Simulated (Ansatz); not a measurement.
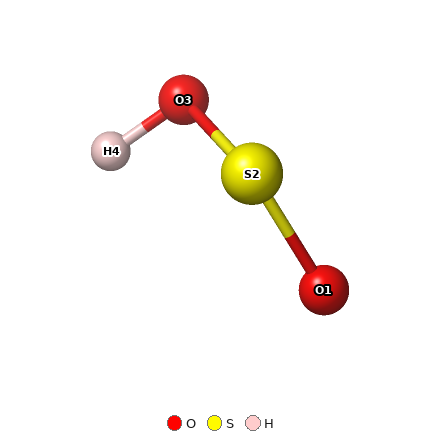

The system is HO2S, SMILES [O-]SO, charge −1; the picture shows the reference structure. Coordinates scanned: (1) angle O1–S2–O3 (carried through 180); (2) change of the bonds S2–O1, S2–O3, all alike. Nothing is relaxed (all other coordinates rigid). The scan uses a 15 × 15 grid. Points are written as (first, second). Energies: kJ/mol, counted from the lowest grid point. These are results of Ansatz, RKS PBE0-D4/def2-TZVPD, not measurements.

Its coordinates:

```xyz
4

O    -1.3909    0.8221   -0.3713
S    -0.4742    0.3224    0.7517
O     0.6060   -0.8382    0.0419
H     1.2590   -0.3063   -0.4223
```

Range: angle O1–S2–O3 (carried through 180) from 89 to 271°; change of the bonds S2–O1, S2–O3, all alike from −0.180 to 0.278 Å.

> What will the energy surface look like?

The lowest grid point is at (102°, 0.016 Å). There is a further well near (258°, 0.016 Å) (3.4 kJ/mol above the lowest at that grid point). The highest grid point, (180°, −0.180 Å), lies 426 kJ/mol above the lowest. On the interpolated surface the easiest way out of the lowest well to the well at about (253°, 0.00 Å) passes a barrier of about 210 kJ/mol. Round the minimum the two coordinates are nearly uncoupled.

```csv
"second ↓, first →",89,102,115,128,141,154,167,180,193,206,219,232,245,258,271
0.278,161,137,136,153,182,218,252,267,253,221,186,157,140,140,163
0.245,137,112,112,130,161,199,235,251,237,203,165,134,115,115,140
0.213,116,89,89,109,142,183,221,238,222,186,146,113,93,92,118
0.180,95,67,68,89,124,168,208,226,210,172,129,93,71,70,97
0.147,77,47,48,71,109,156,199,217,200,159,113,75,52,50,79
0.114,61,30,32,56,97,147,192,211,193,150,101,60,35,33,64
0.082,49,16,18,45,88,141,189,209,190,144,92,49,22,19,52
0.049,41,6,8,37,84,139,190,211,191,143,88,41,12,9,44
0.016,38,0,3,34,84,143,196,219,198,146,88,38,7,3,41
−0.016,42,0,4,37,89,152,208,231,209,155,93,41,8,4,44
−0.049,52,7,11,46,102,168,227,251,228,172,106,50,15,11,55
−0.082,72,23,27,64,123,193,254,279,256,196,127,68,31,26,74
−0.114,101,47,51,91,153,226,289,316,291,229,157,94,55,51,104
−0.147,144,85,88,129,195,271,337,365,339,274,198,133,92,88,146
−0.180,202,136,138,182,250,330,398,426,400,333,254,185,142,140,204
```

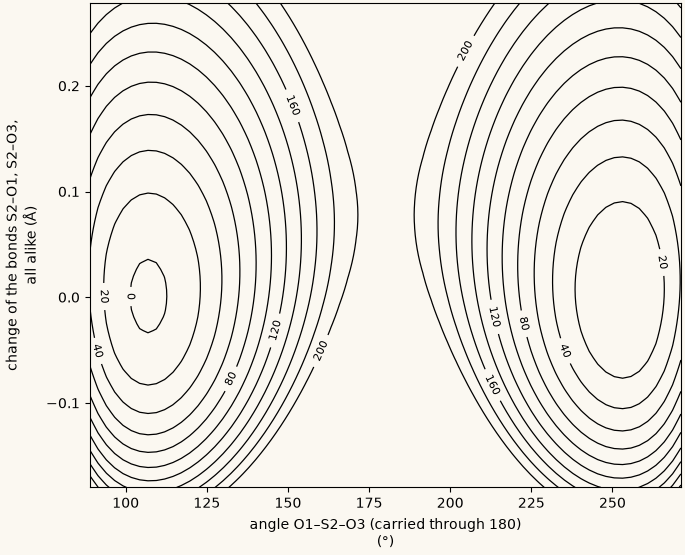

The picture shows contour lines labelled in kJ/mol (none above 200). Between grid points the surface is interpolated.

Each point was launched as `ansatz run input.yaml --threads 1 --pin off --max-ram 2560MiB --backend cpu --events-out ev --progress --plain --runs-dir out`. Time for the 225 points that were run: 11 min on 1 thread of Arm Neoverse V2, on a shared host.
